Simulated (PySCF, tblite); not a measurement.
**C₃H₁₁NSSi₂: geometry, infrared bands and NMR shifts**

Wanted: the infrared bands and NMR shifts of C₃H₁₁NSSi₂ (`C=C([SiH2][SiH2]N)SC`), by calculation.

Computed with tblite 0.8.0 and PySCF 2.14.0, with density-fitted response routines of our own, on a single molecule in the gas phase. Atoms are numbered from 0 throughout.

### 1 The molecule as given

18 atoms, charge 0, multiplicity 1; geometry from: force field or distance geometry start.

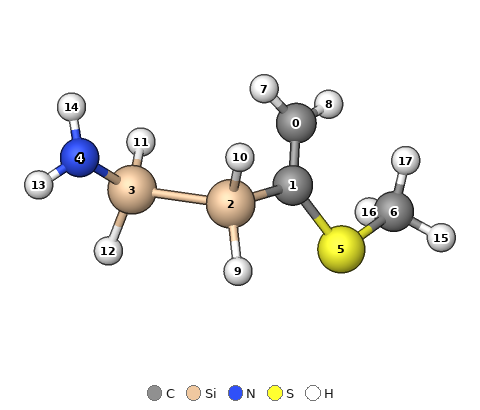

As it starts; carbon grey, silicon light orange, nitrogen blue, sulfur yellow, hydrogen white, atoms numbered; sticks join atoms by distance.

### 2 Geometry optimisation with GFN2-xTB

Job settings and geometry (Å):

```
{"job": {"kind": "relax", "xc": "GFN2-xTB", "basis": "xTB"}, "charge": 0, "multiplicity": 1}
C     -0.989800     0.953100    -0.031400
C     -0.887400    -0.310100    -0.410100
Si     0.753500    -0.781000    -1.177300
Si     2.271700    -0.705900     0.456400
N      3.781200    -0.136200    -0.236600
S     -2.186400    -1.526600    -0.181500
C     -3.579600    -0.679100     0.601600
H     -0.136200     1.599100    -0.212800
H     -1.852100     1.386300     0.430600
H      0.681800    -2.129500    -1.740500
H      1.087300     0.198200    -2.238600
H      1.772000     0.258400     1.446000
H      2.373900    -2.007800     1.156600
H      4.595600    -0.766700    -0.176400
H      4.001500     0.873400    -0.078600
H     -4.553200    -1.115900     0.296700
H     -3.507100    -0.752500     1.723100
H     -3.635200     0.384200     0.361300
```

Command:

```sh
> OMP_NUM_THREADS=1 python probes_run.py task.json out
```

One launch serves the whole session: the jobs run in the order shown.

**Question.** This job is followed by: GFN2-xTB harmonic vibrations, gas phase; GIAO PBE0/pcSseg-1 NMR shielding, non-relativistic, gas phase. Predict these results of the whole session: strongest single infrared mode (GFN2-xTB); zero-point energy (GFN2-xTB); ¹³C shifts against TMS (PBE0/pcSseg-1); ¹H shifts against TMS (PBE0/pcSseg-1, means over atoms taken as alike); ²⁹Si shifts against TMS (PBE0/pcSseg-1); ¹⁵N shifts against NH3 (PBE0/pcSseg-1); ³³S shifts against CS2 (PBE0/pcSseg-1); surface potential, least and greatest.

**Answer**, as computed:

| quantity | value |
| --- | --- |
| strongest single infrared mode (GFN2-xTB) | 666 cm⁻¹, 607 km/mol |
| zero-point energy (GFN2-xTB) | 79.9 kcal/mol |
| ¹³C shifts against TMS (PBE0/pcSseg-1) | 149.5, 119.7, 20.0 ppm |
| ¹H shifts against TMS (PBE0/pcSseg-1, means over atoms taken as alike) | 5.56, 5.44, 5.12, 4.28, 2.16, -0.18 ppm |
| ²⁹Si shifts against TMS (PBE0/pcSseg-1) | -45.3, -72.8 ppm |
| ¹⁵N shifts against NH3 (PBE0/pcSseg-1) | 1.5 ppm |
| ³³S shifts against CS2 (PBE0/pcSseg-1) | 52 ppm |
| surface potential, least and greatest | -1.10 V and 1.47 V |

Relaxing lowered the energy by 0.504 eV in 94 steps; the close pair that moved most is Si2–Si3, from 2.231 to 2.308 Å. The lowest mode is slightly imaginary (13i cm⁻¹), a soft motion within the noise of the Hessian, so the minimum is not strictly shown. The strongest single mode, at 666 cm⁻¹, is spread over several atoms, H11, H10, H12, H9 among them. GFN2-xTB is a fitted tight-binding method: band positions and strengths are rough. Its intensities can rank the bands wrongly. The most deshielded carbon is C1 (fully substituted alkene carbon), at 149.5 ppm: as expected for a trigonal carbon in a double bond. At PBE0/pcSseg-1: The largest span, 378 ppm, is at S5, where the paramagnetic term is -606 ppm. By nearest atom (PBE0/pcSseg-1), the HOMO sits on S5 54 %; C0 23 % and the LUMO on C1 15 %; Si2, Si3 about 13 % each.
